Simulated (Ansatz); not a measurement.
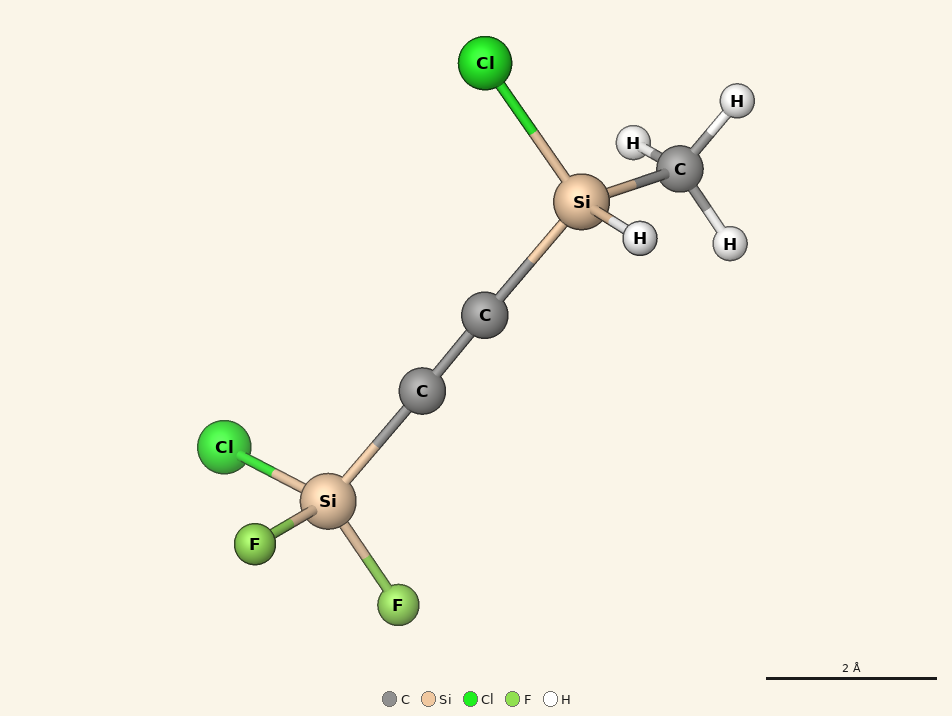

The picture shows the input geometry.

The calculation was set up as follows.

```yaml
crystal:
  periodic: [false, false, false]
  atoms:
    - {symbol: C, position_ang: [1.944169, -0.768695, -1.599966]}
    - {symbol: Si, position_ang: [0.989246, 0.777410, -1.252125]}
    - {symbol: Cl, position_ang: [-0.090290, 1.340165, -2.902761]}
    - {symbol: C, position_ang: [-0.202332, 0.483616, 0.110082]}
    - {symbol: C, position_ang: [-0.975093, 0.272831, 1.020495]}
    - {symbol: Si, position_ang: [-2.142179, -0.060211, 2.346550]}
    - {symbol: F, position_ang: [-1.383769, -0.664655, 3.586662]}
    - {symbol: F, position_ang: [-2.824530, 1.277329, 2.816950]}
    - {symbol: Cl, position_ang: [-3.569786, -1.352581, 1.760380]}
    - {symbol: H, position_ang: [2.649344, -0.602809, -2.417141]}
    - {symbol: H, position_ang: [2.503870, -1.070951, -0.711221]}
    - {symbol: H, position_ang: [1.270150, -1.580509, -1.879655]}
    - {symbol: H, position_ang: [1.851597, 1.914362, -0.863548]}
basis:
  gaussian: {orbitals: def2-TZVPP}
hamiltonian: {xc: {name: r2SCAN0}, dispersion: d4}
output: {orbitals: {seedname: orbitals}}
```

What the program printed:

```
Functional definition: r2SCAN0
  name "r2SCAN0"
  cite "Bursch, Neugebauer, Ehlert & Grimme, J. Chem. Phys. 156, 134105 (2022) doi:10.1063/5.0086040"
  cite "Furness, Kaplan, Ning, Perdew & Sun, J. Phys. Chem. Lett. 11, 8208 (2020) doi:10.1021/acs.jpclett.0c02405"
  cite "Furness, Kaplan, Ning, Perdew & Sun, J. Phys. Chem. Lett. 11, 9248 (2020) doi:10.1021/acs.jpclett.0c03077"
  parent r2scan
  parameter a = 0.25
  parameter k0 = 0.174
  parameter k1 = 0.065
  parameter a1 = 4.9479
  exchange = (1 - a)*r2scan_x(k0 = k0, k1 = k1, a1 = a1) + a*exact_x
  correlation = r2scan_c
2320 factors; their error is unknown
mean field evaluation 1: about -49403.2655 eV, gradient 7.1e1 eV
mean field evaluation 2: about -49401.3520 eV, gradient 7.7e1 eV
mean field evaluation 4: about -49412.8772 eV, gradient 6.5e0 eV
mean field evaluation 8: about -49412.9788 eV, gradient 4.3e-1 eV
mean field evaluation 16: about -49413.1003 eV, gradient 5.3e-4 eV
mean field -49413.10031995 eV, -1815.8979433560 hartree, gradient 3.2e-5 eV, S^2 0.000000; 0 other end points of the search recorded, 0 dependent functions left out
reference -49413.10033172 eV, -1815.8979437885 hartree; 51, 51 occupied and 328, 328 virtual orbitals, 2320 factors
Total energy: -49413.23026621 eV, -1815.9027187929 hartree
```
